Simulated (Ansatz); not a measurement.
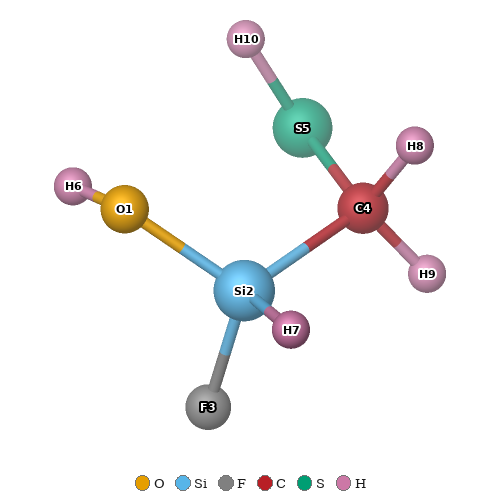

The system is CH5FOSSi, SMILES O[SiH](F)CS; the picture shows the reference structure. 
- First axis: angle O1–Si2–C4. Second axis: dihedral O1–Si2–C4–S5.
- Nothing is relaxed (all other coordinates rigid).
- The grid has 13 × 12 points.
- Points are written as (first, second).
- All energies are given in kJ/mol relative to the lowest grid point.
- Computed with Ansatz 0.2.0, RHF/def2-TZVP.

Its coordinates:

```xyz
10

O    -1.6918   -0.0521    0.7355
Si   -0.7935    0.4251   -0.5156
F    -0.6319    1.9908   -0.4829
C     0.9300   -0.3019   -0.4945
S     1.7440   -0.2074    1.1360
H    -1.4826    0.2185    1.6122
H    -1.5178    0.0597   -1.7354
H     0.9453   -1.3255   -0.8466
H     1.5641    0.2694   -1.1637
H     1.0173   -1.1278    1.7578
```

Range: angle O1–Si2–C4 from 67.9 to 157.9°; dihedral O1–Si2–C4–S5 from −180 to 150°.

### Predict the map.

The lowest grid point is at (112.9°, −180°); the map holds 2 wells of about this depth. A higher local minimum lies near (112.9°, 60°) (2.8 kJ/mol above the lowest at that grid point). The highest grid point, (67.9°, 0°), lies 682 kJ/mol above the lowest. On the interpolated surface the easiest way out of the lowest well to the well at (112.9°, 60°) passes a barrier of about 10 kJ/mol. Round the minimum the two coordinates are nearly uncoupled.

```csv
"dihedral O1–Si2–C4–S5 ↓, angle O1–Si2–C4 →",67.9,75.4,82.9,90.4,97.9,105.4,112.9,120.4,127.9,135.4,142.9,150.4,157.9
150,395,236,135,71,32,11,5,11,30,60,103,158,228
120,451,265,152,82,39,17,10,16,35,65,108,163,233
90,435,255,144,76,34,12,5,12,30,61,103,159,229
60,421,252,144,75,33,10,3,8,26,56,98,154,223
30,546,326,187,100,47,19,9,13,30,59,101,156,226
0,682,393,215,111,51,20,9,14,31,61,104,159,229
−30,604,338,181,88,36,10,1,7,26,57,100,156,226
−60,458,267,148,75,31,8,1,8,26,57,100,156,226
−90,423,256,150,82,41,19,12,18,36,67,109,165,235
−120,447,269,158,89,47,25,18,24,42,72,115,170,240
−150,410,244,141,76,36,15,8,15,33,63,106,161,231
−180,364,217,123,63,26,6,0,7,25,56,98,154,223
```

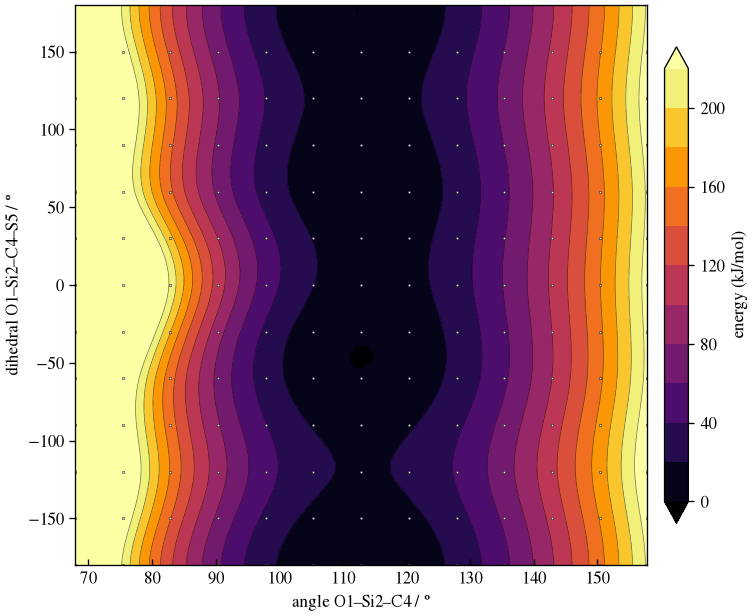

Drawn: filled contours, dots at the grid points, one colour for all values above the top of the scale. Between grid points the surface is interpolated.

Each point was launched as `ansatz run input.yaml --threads 1 --pin off --max-ram 2560MiB --backend cpu --events-out ev --progress --plain --runs-dir out`. Time for the 156 points that were run: 23 min on 1 thread of Intel(R) Xeon(R) Platinum 8259CL CPU @ 2.50GHz (Skylake/Cascade Lake) (shared host).
